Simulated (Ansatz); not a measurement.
Run report: AgF2 (charge −1), molecular dynamics

AgF2, charge −1, computed with RKS r2SCAN/def2-SVP (Ansatz 0.2.0).

The geometry comes from this level: r2SCAN-D4/def2-TZVPD.

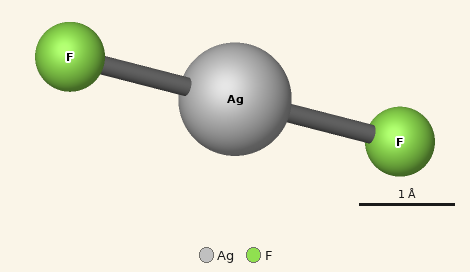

*The structure as given in the input (ball-and-stick view, seen at a tilt). Sticks mark near contacts.*

The input:
```yaml
crystal:
  periodic: [false, false, false]
  atoms:
    - {symbol: Ag, position_ang: [0.000076, 0.000020, 0.000061]}
    - {symbol: F, position_ang: [1.067167, 0.872234, -1.460264]}
    - {symbol: F, position_ang: [-1.067243, -0.872244, 1.460193]}
basis:
  gaussian: {orbitals: def2-SVP}
total_charge: -1
hamiltonian: {xc: {name: r2SCAN}}
md: {timestep: 1 fs, n_steps: 15, ensemble: nve, temperature: 1500, initial_velocities: maxwell_boltzmann, seed: 485}
scf: {omitted_lower_state_checks: [starts]}
```

Launched with:
```bash
ansatz run in.yaml --threads 4 --pin off --events-out ev --progress --plain --max-ram 3916MiB
```

What the program printed:
```
Functional definition: r2SCAN
  name "r2SCAN"
  cite "Furness, Kaplan, Ning, Perdew & Sun, J. Phys. Chem. Lett. 11, 8208 (2020) doi:10.1021/acs.jpclett.0c02405"
  cite "Furness, Kaplan, Ning, Perdew & Sun, J. Phys. Chem. Lett. 11, 9248 (2020) doi:10.1021/acs.jpclett.0c03077"
  parent r2scan
  parameter k0 = 0.174
  parameter k1 = 0.065
  parameter a1 = 4.9479
  exchange = r2scan_x(k0 = k0, k1 = k1, a1 = a1)
  correlation = r2scan_c
these checks for a lower state are left out or cut short: starts
578 factors; their error is unknown
mean field evaluation 1: about -9428.6060 eV, gradient 2.2e1 eV
mean field evaluation 2: about -9425.7435 eV, gradient 4.4e1 eV
mean field evaluation 4: about -9429.6885 eV, gradient 1.5e0 eV
mean field evaluation 8: about -9429.6711 eV, gradient 3.7e-2 eV
mean field -9429.67114644 eV, -346.5340229709 hartree, gradient 6.5e-6 eV, S^2 0.000000; 0 other end points of the search recorded, 0 dependent functions left out
the calculation of the forces begins
reference -9429.67116226 eV, -346.5340235525 hartree; 19, 19 occupied and 40, 40 virtual orbitals, 578 factors
md step     0: t =     0.00 fs  T =  1500.0 K  F+E_penalty+E_count = -9429.67114644 eV  E_kin = 0.193890 eV  conserved = -9429.47725644 eV  (23 SCF iters)
these checks for a lower state are left out or cut short: starts, cluster_reference, orbital_swaps, neighbouring_geometries, increment
578 factors; their error is unknown
mean field evaluation 16: about -9429.6983 eV, gradient 8.1e-1 eV
mean field -9429.67733979 eV, -346.5342505724 hartree, gradient 3.7e-5 eV, S^2 0.000000; 0 other end points of the search recorded, 0 dependent functions left out
[... from here on the field's lines of each further geometry are left out, up to the last ...]
md step     1: t =     1.00 fs  T =  1547.8 K  F+E_penalty+E_count = -9429.67733979 eV  E_kin = 0.200065 eV  conserved = -9429.47727521 eV  (26 SCF iters)
md step     2: t =     2.00 fs  T =  1578.1 K  F+E_penalty+E_count = -9429.68128085 eV  E_kin = 0.203990 eV  conserved = -9429.47729131 eV  (26 SCF iters)
md step     3: t =     3.00 fs  T =  1589.4 K  F+E_penalty+E_count = -9429.68274748 eV  E_kin = 0.205443 eV  conserved = -9429.47730401 eV  (26 SCF iters)
md step     4: t =     4.00 fs  T =  1580.3 K  F+E_penalty+E_count = -9429.68157557 eV  E_kin = 0.204263 eV  conserved = -9429.47731240 eV  (28 SCF iters)
md step     5: t =     5.00 fs  T =  1550.0 K  F+E_penalty+E_count = -9429.67767340 eV  E_kin = 0.200358 eV  conserved = -9429.47731535 eV  (27 SCF iters)
md step     6: t =     6.00 fs  T =  1498.7 K  F+E_penalty+E_count = -9429.67103710 eV  E_kin = 0.193725 eV  conserved = -9429.47731197 eV  (27 SCF iters)
md step     7: t =     7.00 fs  T =  1427.1 K  F+E_penalty+E_count = -9429.66176369 eV  E_kin = 0.184462 eV  conserved = -9429.47730149 eV  (27 SCF iters)
md step     8: t =     8.00 fs  T =  1336.7 K  F+E_penalty+E_count = -9429.65006165 eV  E_kin = 0.172778 eV  conserved = -9429.47728360 eV  (28 SCF iters)
md step     9: t =     9.00 fs  T =  1230.1 K  F+E_penalty+E_count = -9429.63625523 eV  E_kin = 0.158997 eV  conserved = -9429.47725819 eV  (28 SCF iters)
md step    10: t =    10.00 fs  T =  1110.6 K  F+E_penalty+E_count = -9429.62078268 eV  E_kin = 0.143557 eV  conserved = -9429.47722596 eV  (27 SCF iters)
md step    11: t =    11.00 fs  T =   982.5 K  F+E_penalty+E_count = -9429.60418581 eV  E_kin = 0.126998 eV  conserved = -9429.47718801 eV  (27 SCF iters)
md step    12: t =    12.00 fs  T =   850.6 K  F+E_penalty+E_count = -9429.58709211 eV  E_kin = 0.109946 eV  conserved = -9429.47714600 eV  (27 SCF iters)
md step    13: t =    13.00 fs  T =   720.1 K  F+E_penalty+E_count = -9429.57018843 eV  E_kin = 0.093086 eV  conserved = -9429.47710201 eV  (27 SCF iters)
md step    14: t =    14.00 fs  T =   596.7 K  F+E_penalty+E_count = -9429.55418774 eV  E_kin = 0.077129 eV  conserved = -9429.47705852 eV  (28 SCF iters)
the calculation of the forces begins
reference -9429.53980594 eV, -346.5291962967 hartree; 19, 19 occupied and 40, 40 virtual orbitals, 578 factors
these checks for a lower state are left out or cut short: starts
578 factors; their error is unknown
mean field -9429.53979027 eV, -346.5291957208 hartree, gradient 4.0e-5 eV, S^2 0.000000; 0 other end points of the search recorded, 0 dependent functions left out
the calculation of the forces begins
reference -9429.53980594 eV, -346.5291962967 hartree; 19, 19 occupied and 40, 40 virtual orbitals, 578 factors
md step    15: t =    15.00 fs  T =   485.6 K  F+E_penalty+E_count = -9429.53979027 eV  E_kin = 0.062772 eV  conserved = -9429.47701810 eV  (13 SCF iters)
```

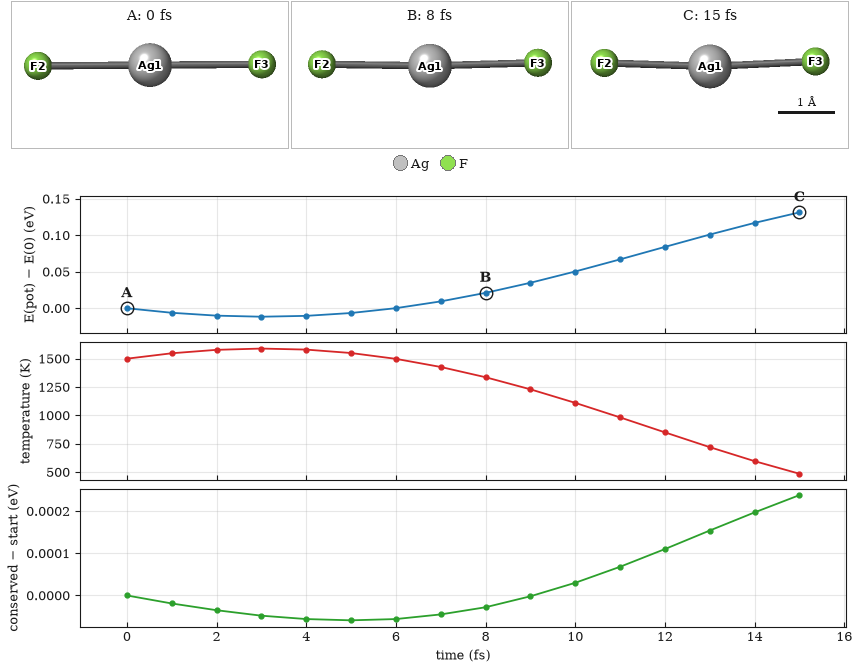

*Frames of the molecular dynamics (ball-and-stick, seen on its broad side) above the curves, on which the letters mark them.*

The trajectory kept here has 16 frames over 15 fs. The temperature starts at 1500 K, ranges from 486 to 1589 K and averages 914 K over the second half. The potential energy ends 0.131 eV above its first value. The conserved quantity stays within 0.0003 eV. After an unweighted best fit of the last frame on the first, the root-mean-square displacement is 0.10 Å.

```
Total energy: -9429.53980594 eV, -346.5291962967 hartree
Atom 0 at    -0.014823    -0.003188    -0.012769 Å, force     0.075509     0.015183     0.069013 eV/Å
Atom 1 at     1.047813     0.830954    -1.339485 Å, force     0.865908     0.730951    -1.270850 eV/Å
Atom 2 at    -0.963296    -0.812747     1.412259 Å, force    -0.941417    -0.746135     1.201837 eV/Å
Dipole moment:    -0.023562    -0.005043    -0.020403 e Å
Checks for a lower state left out: starts
```

Trajectory as extended XYZ (Å, eV, eV/Å), 16 frames, from step=0 to step=15:
```
3
Properties=species:S:1:pos:R:3:forces:R:3 step=0 time_fs=0.0 energy=-9429.67115 temperature=1500.0
Ag    0.0001    0.0000    0.0001   -0.0003  -0.0001  -0.0002
F     1.0672    0.8722   -1.4603   -0.2169  -0.1773   0.2970
F    -1.0672   -0.8722    1.4602    0.2171   0.1774  -0.2968
3
Properties=species:S:1:pos:R:3:forces:R:3 step=1 time_fs=1.0 energy=-9429.67734 temperature=1547.8
Ag   -0.0009   -0.0002   -0.0008    0.0093   0.0019   0.0083
F     1.0653    0.8690   -1.4513   -0.1569  -0.1254   0.2041
F    -1.0596   -0.8677    1.4562    0.1476   0.1235  -0.2124
3
Properties=species:S:1:pos:R:3:forces:R:3 step=2 time_fs=2.0 energy=-9429.68128 temperature=1578.1
Ag   -0.0020   -0.0004   -0.0017    0.0183   0.0038   0.0164
F     1.0634    0.8656   -1.4422   -0.0925  -0.0700   0.1058
F    -1.0519   -0.8632    1.4521    0.0741   0.0662  -0.1222
3
Properties=species:S:1:pos:R:3:forces:R:3 step=3 time_fs=3.0 energy=-9429.68275 temperature=1589.4
Ag   -0.0030   -0.0006   -0.0026    0.0268   0.0055   0.0241
F     1.0614    0.8623   -1.4330   -0.0238  -0.0113   0.0022
F    -1.0441   -0.8586    1.4479   -0.0030   0.0057  -0.0262
3
Properties=species:S:1:pos:R:3:forces:R:3 step=4 time_fs=4.0 energy=-9429.68158 temperature=1580.3
Ag   -0.0040   -0.0009   -0.0034    0.0347   0.0071   0.0312
F     1.0594    0.8589   -1.4238    0.0489   0.0505  -0.1062
F    -1.0364   -0.8539    1.4437   -0.0836  -0.0577   0.0750
3
Properties=species:S:1:pos:R:3:forces:R:3 step=5 time_fs=5.0 energy=-9429.67767 temperature=1550.0
Ag   -0.0050   -0.0011   -0.0043    0.0418   0.0086   0.0377
F     1.0574    0.8556   -1.4147    0.1251   0.1151  -0.2187
F    -1.0286   -0.8494    1.4395   -0.1670  -0.1237   0.1810
3
Properties=species:S:1:pos:R:3:forces:R:3 step=6 time_fs=6.0 energy=-9429.67104 temperature=1498.7
Ag   -0.0060   -0.0013   -0.0052    0.0482   0.0098   0.0435
F     1.0555    0.8523   -1.4057    0.2044   0.1819  -0.3344
F    -1.0210   -0.8449    1.4354   -0.2526  -0.1917   0.2909
3
Properties=species:S:1:pos:R:3:forces:R:3 step=7 time_fs=7.0 energy=-9429.66176 temperature=1427.1
Ag   -0.0070   -0.0015   -0.0060    0.0538   0.0109   0.0487
F     1.0536    0.8491   -1.3969    0.2859   0.2502  -0.4523
F    -1.0135   -0.8404    1.4315   -0.3397  -0.2611   0.4036
3
Properties=species:S:1:pos:R:3:forces:R:3 step=8 time_fs=8.0 energy=-9429.65006 temperature=1336.7
Ag   -0.0080   -0.0017   -0.0069    0.0586   0.0119   0.0532
F     1.0520    0.8460   -1.3883    0.3686   0.3193  -0.5710
F    -1.0062   -0.8361    1.4278   -0.4272  -0.3311   0.5178
3
Properties=species:S:1:pos:R:3:forces:R:3 step=9 time_fs=9.0 energy=-9429.63625 temperature=1230.1
Ag   -0.0090   -0.0019   -0.0078    0.0626   0.0126   0.0570
F     1.0505    0.8431   -1.3800    0.4513   0.3881  -0.6888
F    -0.9991   -0.8320    1.4243   -0.5139  -0.4008   0.6318
3
Properties=species:S:1:pos:R:3:forces:R:3 step=10 time_fs=10.0 energy=-9429.62078 temperature=1110.6
Ag   -0.0100   -0.0021   -0.0086    0.0659   0.0133   0.0601
F     1.0493    0.8404   -1.3721    0.5327   0.4557  -0.8039
F    -0.9922   -0.8281    1.4212   -0.5986  -0.4689   0.7439
3
Properties=species:S:1:pos:R:3:forces:R:3 step=11 time_fs=11.0 energy=-9429.60419 temperature=982.5
Ag   -0.0110   -0.0024   -0.0095    0.0685   0.0138   0.0626
F     1.0483    0.8379   -1.3645    0.6113   0.5207  -0.9145
F    -0.9857   -0.8244    1.4185   -0.6798  -0.5345   0.8519
3
Properties=species:S:1:pos:R:3:forces:R:3 step=12 time_fs=12.0 energy=-9429.58709 temperature=850.6
Ag   -0.0119   -0.0026   -0.0103    0.0706   0.0142   0.0646
F     1.0476    0.8357   -1.3574    0.6855   0.5820  -1.0185
F    -0.9795   -0.8210    1.4161   -0.7561  -0.5962   0.9539
3
Properties=species:S:1:pos:R:3:forces:R:3 step=13 time_fs=13.0 energy=-9429.57019 temperature=720.1
Ag   -0.0129   -0.0028   -0.0111    0.0723   0.0145   0.0663
F     1.0473    0.8338   -1.3509    0.7537   0.6383  -1.1139
F    -0.9736   -0.8179    1.4143   -0.8261  -0.6528   1.0476
3
Properties=species:S:1:pos:R:3:forces:R:3 step=14 time_fs=14.0 energy=-9429.55419 temperature=596.7
Ag   -0.0139   -0.0030   -0.0119    0.0739   0.0148   0.0677
F     1.0473    0.8322   -1.3449    0.8144   0.6884  -1.1986
F    -0.9682   -0.8152    1.4130   -0.8883  -0.7032   1.1309
3
Properties=species:S:1:pos:R:3:forces:R:3 step=15 time_fs=15.0 energy=-9429.53979 temperature=485.6
Ag   -0.0148   -0.0032   -0.0128    0.0755   0.0152   0.0690
F     1.0478    0.8310   -1.3395    0.8659   0.7310  -1.2709
F    -0.9633   -0.8127    1.4123   -0.9414  -0.7461   1.2018
```

Summary:

| quantity | value |
| --- | --- |
| outcome | finished |
| mean temperature over the second half | 914 K |
| trajectory | 15 steps, 15 fs |
| ensemble | nve |
| temperature in the input | 1500 K |
| time step | 1 fs |
| potential energy (last step) | −9429.5398 eV |
| SCF solution under orbital rotations (last step) | stable |
| largest force (length of the vector) (last step) | 1.703 eV/Å |
| hardware | 4 threads of Arm Neoverse V2, 95 GiB of memory available, shared host |
| wall time | 12 s (CPU time 42 s) |
| peak memory | 0.27 GiB |

Notes:

So short a trajectory is not equilibrated.
